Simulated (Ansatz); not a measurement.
## CH$_{4}$Cl$_{2}$Si: nudged elastic band

System: CH$_{4}$Cl$_{2}$Si.
Method: RKS PBE/6-31G* (Ansatz 0.2.0).

It belongs to a series of runs on one base structure; here: band between the two ends. Figures and captions count atoms from 1; the log counts them from 0 in places.

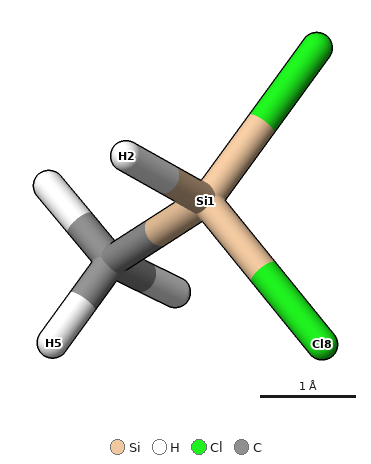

Figure 1. The structure as given in the input (stick view, seen at a tilt; atoms are numbered from 1 in the order of the input).

## Input file
```yaml
crystal:
  periodic: [false, false, false]
  atoms:
    - { symbol: Si, position_ang: [0.076576, 0.016635, 0.214881] }
    - { symbol: H, position_ang: [-0.232355, -0.173632, 1.662323] }
    - { symbol: Cl, position_ang: [2.139444, 0.221245, 0.054618] }
    - { symbol: C, position_ang: [-0.765397, 1.501648, -0.549667] }
    - { symbol: H, position_ang: [-1.861202, 1.39979, -0.473068] }
    - { symbol: H, position_ang: [-0.459176, 2.423393, -0.026529] }
    - { symbol: H, position_ang: [-0.496497, 1.598001, -1.614169] }
    - { symbol: Cl, position_ang: [-0.524493, -1.713879, -0.768487] }
basis:
  gaussian: { orbitals: "6-31G*" }
hamiltonian:
  xc: pbe
neb:
  order_check: false
  images: 5
  f_tol: 0.05
  max_iterations: 60
  final_atoms:
    - { symbol: Si, position_ang: [-0.194484, 0.06188285, -0.13457709] }
    - { symbol: H, position_ang: [1.70212146, -0.24286033, 1.22662771] }
    - { symbol: Cl, position_ang: [2.79061613, -0.31931732, 1.99600406] }
    - { symbol: C, position_ang: [-1.14286905, 1.584402, -0.769393] }
    - { symbol: H, position_ang: [-2.22781215, 1.49943196, -0.57499281] }
    - { symbol: H, position_ang: [-0.76325133, 2.50900925, -0.30221741] }
    - { symbol: H, position_ang: [-1.02061462, 1.67133191, -1.86664829] }
    - { symbol: Cl, position_ang: [-1.26680643, -1.49067932, -1.07490117] }
  initial_path:
    images:
      - { positions_ang: [[0.076576, 0.016635, 0.214881], [-0.232355, -0.173632, 1.662323], [2.139444, 0.221245, 0.054618], [-0.765397, 1.501648, -0.549667], [-1.861202, 1.39979, -0.473068], [-0.459176, 2.423393, -0.026529], [-0.496497, 1.598001, -1.614169], [-0.524493, -1.713879, -0.768487]] }
      - { positions_ang: [[0.05102671, 0.01146061, 0.14457556], [0.0649073, -0.11263038, 1.61729633], [2.18077747, 0.14917134, 0.22201428], [-0.80370926, 1.50887513, -0.5759225], [-1.88491341, 1.35584978, -0.60656956], [-0.59406154, 2.38630517, 0.03311011], [-0.45376883, 1.69713363, -1.58954096], [-0.68335843, -1.72296428, -0.74506126]] }
      - { positions_ang: [[0.02547742, 0.00628622, 0.07427012], [0.36216959, -0.05162876, 1.57226966], [2.22211094, 0.07709768, 0.38941056], [-0.84202153, 1.51610225, -0.60217799], [-1.90862482, 1.31190956, -0.74007112], [-0.72894709, 2.34921735, 0.09274921], [-0.41104066, 1.79626626, -1.56491293], [-0.84222386, -1.73204957, -0.72163551]] }
      - { positions_ang: [[-7.188e-05, 0.00111184, 0.00396468], [0.65943189, 0.00937286, 1.52724299], [2.26344441, 0.00502402, 0.55680684], [-0.88033379, 1.52332938, -0.62843349], [-1.93233622, 1.26796934, -0.87357268], [-0.86383263, 2.31212952, 0.15238832], [-0.36831248, 1.8953989, -1.54028489], [-1.00108929, -1.74113485, -0.69820977]] }
      - { positions_ang: [[-0.06487592, 0.02136884, -0.04221591], [1.00699508, -0.07470487, 1.42703789], [2.43916832, -0.10308976, 1.03653925], [-0.96784555, 1.54368692, -0.67541999], [-2.0308282, 1.34512355, -0.77404605], [-0.83030553, 2.3777561, 0.00085308], [-0.58574653, 1.8207099, -1.64907269], [-1.08966167, -1.65764967, -0.82377357]] }
      - { positions_ang: [[-0.12967996, 0.04162584, -0.0883965], [1.35455827, -0.1587826, 1.3268328], [2.61489222, -0.21120354, 1.51627165], [-1.0553573, 1.56404446, -0.7224065], [-2.12932018, 1.42227775, -0.67451943], [-0.79677843, 2.44338267, -0.15068217], [-0.80318058, 1.74602091, -1.75786049], [-1.17823405, -1.57416449, -0.94933737]] }
      - { positions_ang: [[-0.194484, 0.06188285, -0.13457709], [1.70212146, -0.24286033, 1.22662771], [2.79061613, -0.31931732, 1.99600406], [-1.14286905, 1.584402, -0.769393], [-2.22781215, 1.49943196, -0.57499281], [-0.76325133, 2.50900925, -0.30221741], [-1.02061462, 1.67133191, -1.86664829], [-1.26680643, -1.49067932, -1.07490117]] }
```

Machine: 1 thread of Arm Neoverse V1, 24 GiB of memory available, shared host.

Run as:
```bash
ansatz run input.yaml --threads 1 --pin off --max-ram 2048MiB --backend cpu --events-out ev --progress --plain --runs-dir out
```

## The program's output
```
Engine: ansatz 0.2.0, aarch64-unknown-linux-gnu
Functional definition: PBE
  parameter kappa = 0.804
  parameter beta = 0.06672455060314922
  exchange = pbe_x(kappa = kappa, mu = beta*pi^2/3)
  correlation = pbe_c(beta = beta)
1003 factors; their error is unknown
mean field evaluation 1: about -34005.3911 eV, gradient 4.8e1 eV
mean field evaluation 2: about -33998.8438 eV, gradient 6.5e1 eV
mean field evaluation 4: about -34010.8538 eV, gradient 2.9e0 eV
mean field evaluation 8: about -34010.8806 eV, gradient 2.6e-2 eV
mean field evaluation 16: about -34010.8168 eV, gradient 4.3e-5 eV
mean field -34010.81676853 eV, -1249.8744628838 hartree, gradient 4.3e-5 eV, S^2 0.000000; 0 other end points of the search recorded, 0 dependent functions left out
the calculation of the forces begins
reference -34010.81679774 eV, -1249.8744639573 hartree; 29, 29 occupied and 51, 51 virtual orbitals, 1003 factors
1003 factors; their error is unknown
mean field evaluation 32: about -34008.0862 eV, gradient 1.3e-5 eV
mean field -34008.08615527 eV, -1249.7741146975 hartree, gradient 1.3e-5 eV, S^2 0.000000; 0 other end points of the search recorded, 0 dependent functions left out
[... from here on the field's lines of each further geometry are left out, up to the last ...]
NEB iter   1: max|band force component| = 3.542e0 eV/Å  barrier→ = 3.8083 eV  barrier← = 1.0777 eV  Δτ_max = 0.1995 Å  (202 SCF iters)
NEB iter   2: max|band force component| = 1.195e0 eV/Å  barrier→ = 3.1951 eV  barrier← = 0.4645 eV  Δτ_max = 0.2000 Å  (159 SCF iters)
NEB iter   3: max|band force component| = 2.559e0 eV/Å  barrier→ = 3.2168 eV  barrier← = 0.4862 eV  Δτ_max = 0.0998 Å  (152 SCF iters)
NEB iter   4: max|band force component| = 2.055e0 eV/Å  barrier→ = 3.2106 eV  barrier← = 0.4800 eV  Δτ_max = 0.0995 Å  (141 SCF iters)
NEB iter   5: max|band force component| = 1.013e0 eV/Å  barrier→ = 3.0933 eV  barrier← = 0.3627 eV  Δτ_max = 0.0972 Å  (142 SCF iters)
NEB iter   6: max|band force component| = 4.130e-1 eV/Å  barrier→ = 3.0214 eV  barrier← = 0.2908 eV  CI = image 3  Δτ_max = 0.1944 Å  (140 SCF iters)
NEB iter   7: max|band force component| = 4.473e-1 eV/Å  barrier→ = 2.9194 eV  barrier← = 0.1887 eV  CI = image 3  Δτ_max = 0.0956 Å  (144 SCF iters)
NEB iter   8: max|band force component| = 3.473e-1 eV/Å  barrier→ = 2.8838 eV  barrier← = 0.1532 eV  CI = image 3  Δτ_max = 0.1383 Å  (141 SCF iters)
NEB iter   9: max|band force component| = 1.607e-1 eV/Å  barrier→ = 2.8547 eV  barrier← = 0.1241 eV  CI = image 3  Δτ_max = 0.0427 Å  (142 SCF iters)
NEB iter  10: max|band force component| = 1.040e-1 eV/Å  barrier→ = 2.8502 eV  barrier← = 0.1196 eV  CI = image 3  Δτ_max = 0.0288 Å  (144 SCF iters)
NEB iter  11: max|band force component| = 5.921e-2 eV/Å  barrier→ = 2.8478 eV  barrier← = 0.1172 eV  CI = image 3  Δτ_max = 0.1188 Å  (144 SCF iters)
NEB iter  12: max|band force component| = 1.475e-1 eV/Å  barrier→ = 2.8478 eV  barrier← = 0.1172 eV  CI = image 3  Δτ_max = 0.0587 Å  (145 SCF iters)
the calculation of the forces begins
reference -34008.07544434 eV, -1249.7737210780 hartree; 29, 29 occupied and 51, 51 virtual orbitals, 1003 factors
1003 factors; their error is unknown
mean field evaluation 640: about -34007.9691 eV, gradient 1.3e-4 eV
mean field -34007.96908778 eV, -1249.7698125464 hartree, gradient 1.2e-5 eV, S^2 0.000000; 1 other end points of the search recorded, 0 dependent functions left out
the calculation of the forces begins
reference -34007.96911777 eV, -1249.7698136485 hartree; 29, 29 occupied and 51, 51 virtual orbitals, 1003 factors
NEB iter  13: max|band force component| = 4.312e-2 eV/Å  barrier→ = 2.8477 eV  barrier← = 0.1171 eV  CI = image 3  Δτ_max = 0.0000 Å  (273 SCF iters)
```

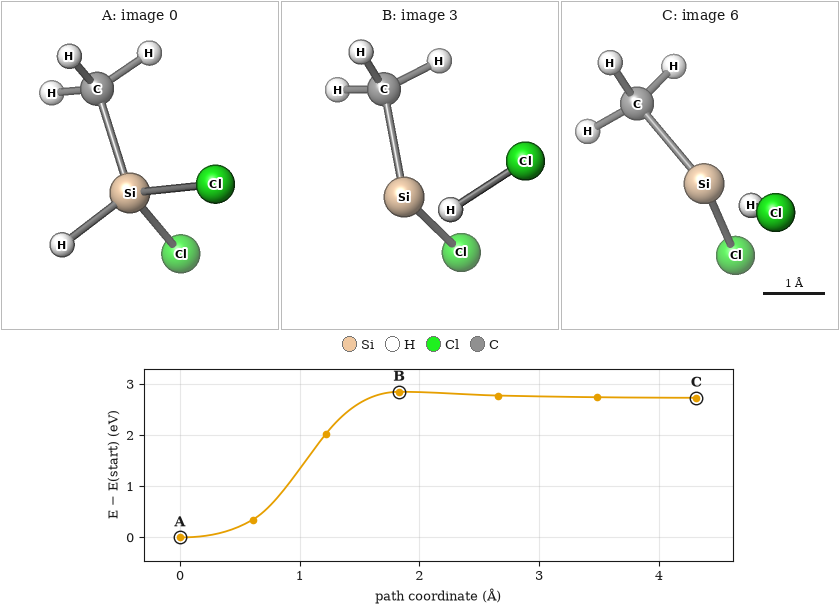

Figure 2. Images of the last band (counted from 0; ball-and-stick, seen at a tilt) above the energy along the path; the line is a cubic interpolation that uses the forces. The highest image is number 3, 2.848 eV above the start and 0.117 eV above the end (the climbing image); the end lies 2.731 eV above the start. The path is 4.31 Å long. The band converged in 13 iterations.

```
Total energy: -34007.96911777 eV, -1249.7698136485 hartree
Atom 0 at    -0.544169    -0.093394     0.402011 Å, force     0.014833    -0.012493     0.002271 eV/Å
Atom 1 at     0.946973    -0.152059     1.289024 Å, force    -0.010751    -0.001779    -0.007424 eV/Å
Atom 2 at     2.267494     0.263539     0.663832 Å, force     0.002622     0.002808     0.002109 eV/Å
Atom 3 at    -0.914736     1.484934    -0.572746 Å, force    -0.018202     0.027753    -0.005428 eV/Å
Atom 4 at    -1.995320     1.532214    -0.802371 Å, force     0.005744    -0.004907     0.001313 eV/Å
Atom 5 at    -0.642076     2.374418     0.019502 Å, force     0.003000    -0.005733    -0.000826 eV/Å
Atom 6 at    -0.365843     1.504678    -1.529718 Å, force     0.004925    -0.007264     0.003708 eV/Å
Atom 7 at    -0.875423    -1.641129    -0.969632 Å, force    -0.002172     0.001614     0.004276 eV/Å
Dipole moment:    -0.565738     0.337584    -0.004870 e Å
this run last wrote the band of iteration 13 to [file]
```

## The last band as extended XYZ (Å, eV, eV/Å)
```
8
Properties=species:S:1:pos:R:3:forces:R:3 image=0 energy=-34010.81677
Si    0.0766    0.0166    0.2149   -0.0011   0.0012  -0.0020
H    -0.2324   -0.1736    1.6623    0.0000  -0.0006  -0.0002
Cl    2.1394    0.2212    0.0546   -0.0005   0.0001   0.0005
C    -0.7654    1.5016   -0.5497    0.0017  -0.0012   0.0015
H    -1.8612    1.3998   -0.4731    0.0006   0.0004   0.0006
H    -0.4592    2.4234   -0.0265   -0.0005   0.0009  -0.0007
H    -0.4965    1.5980   -1.6142   -0.0005  -0.0013   0.0002
Cl   -0.5245   -1.7139   -0.7685    0.0004   0.0006   0.0001
8
Properties=species:S:1:pos:R:3:forces:R:3 image=1 energy=-34010.46723
Si    0.0186    0.0074    0.2478    0.6545   0.1199  -0.1599
H     0.1899   -0.2694    1.6866   -1.0760  -0.1108   0.4071
Cl    2.1184    0.2861    0.1615   -0.1550  -0.0020  -0.7151
C    -0.8258    1.4929   -0.5477    0.1457  -0.0068   0.0646
H    -1.9168    1.4167   -0.7051    0.1323  -0.2102   0.2102
H    -0.6008    2.4243   -0.0069    0.0404   0.0631   0.0148
H    -0.3571    1.5505   -1.5469   -0.0135   0.1282  -0.0131
Cl   -0.7495   -1.6353   -0.7895    0.2716   0.0185   0.1915
8
Properties=species:S:1:pos:R:3:forces:R:3 image=2 energy=-34008.78648
Si   -0.2226   -0.0403    0.3007    1.6066   0.2146  -0.5170
H     0.6079   -0.2375    1.5223   -1.6509  -0.4582   1.0715
Cl    2.1796    0.2928    0.4211   -0.4280   0.1632  -1.1851
C    -0.8874    1.4943   -0.5625    0.1001   0.0635   0.0953
H    -1.9726    1.4933   -0.7712    0.0952  -0.2053   0.1895
H    -0.6234    2.3984    0.0039    0.0442   0.0947   0.0061
H    -0.3608    1.5129   -1.5339    0.0134   0.1012   0.0249
Cl   -0.8438   -1.6408   -0.8806    0.2193   0.0264   0.3149
8
Properties=species:S:1:pos:R:3:forces:R:3 image=3 energy=-34007.96909
Si   -0.5442   -0.0934    0.4020    0.0148  -0.0125   0.0023
H     0.9470   -0.1521    1.2890   -0.0108  -0.0018  -0.0074
Cl    2.2675    0.2635    0.6638    0.0026   0.0028   0.0021
C    -0.9147    1.4849   -0.5727   -0.0182   0.0278  -0.0054
H    -1.9953    1.5322   -0.8024    0.0057  -0.0049   0.0013
H    -0.6421    2.3744    0.0195    0.0030  -0.0057  -0.0008
H    -0.3658    1.5047   -1.5297    0.0049  -0.0073   0.0037
Cl   -0.8754   -1.6411   -0.9696   -0.0022   0.0016   0.0043
8
Properties=species:S:1:pos:R:3:forces:R:3 image=4 energy=-34008.04266
Si   -0.6002   -0.1010    0.3189    0.0027   0.0085  -0.0119
H     1.3198   -0.1560    1.2288    0.0159  -0.0007  -0.0063
Cl    2.6417    0.1439    1.1328    0.0354  -0.0047   0.0330
C    -1.0172    1.4959   -0.6237   -0.0258   0.0036   0.0159
H    -2.0853    1.5336   -0.9067   -0.0005  -0.0039  -0.0064
H    -0.7772    2.3831   -0.0127   -0.0062  -0.0090  -0.0075
H    -0.4327    1.5467   -1.5617    0.0006  -0.0026  -0.0118
Cl   -1.1719   -1.5730   -1.0758   -0.0222   0.0087  -0.0050
8
Properties=species:S:1:pos:R:3:forces:R:3 image=5 energy=-34008.07541
Si   -0.4015   -0.0387    0.0735    0.0252  -0.0406   0.0009
H     1.5899   -0.2195    1.2104   -0.0124   0.0155  -0.0109
Cl    2.8492   -0.0779    1.6419    0.0298  -0.0130   0.0247
C    -1.1077    1.5415   -0.7097    0.0075  -0.0026  -0.0030
H    -2.1946    1.4904   -0.8943   -0.0057   0.0171  -0.0054
H    -0.8752    2.4161   -0.0778   -0.0175   0.0159  -0.0141
H    -0.6149    1.6972   -1.6916   -0.0193  -0.0076   0.0107
Cl   -1.3684   -1.5358   -1.0526   -0.0076   0.0153  -0.0029
8
Properties=species:S:1:pos:R:3:forces:R:3 image=6 energy=-34008.08615
Si   -0.1945    0.0619   -0.1346    0.0065   0.0010   0.0051
H     1.7021   -0.2429    1.2266    0.0034  -0.0004   0.0036
Cl    2.7906   -0.3193    1.9960   -0.0040  -0.0001  -0.0026
C    -1.1429    1.5844   -0.7694   -0.0012  -0.0088   0.0015
H    -2.2278    1.4994   -0.5750   -0.0032   0.0033  -0.0023
H    -0.7633    2.5090   -0.3022    0.0041   0.0014  -0.0015
H    -1.0206    1.6713   -1.8666   -0.0049   0.0045  -0.0016
Cl   -1.2668   -1.4907   -1.0749   -0.0006  -0.0008  -0.0022
```

## Results in brief

| quantity | value |
| --- | --- |
| outcome | converged |
| barrier, forward | 2.848 eV |
| barrier, backward | 0.117 eV |
| wall time | 3.2 min |
| peak memory | 0.12 GiB |

The order of the saddle point was not checked.
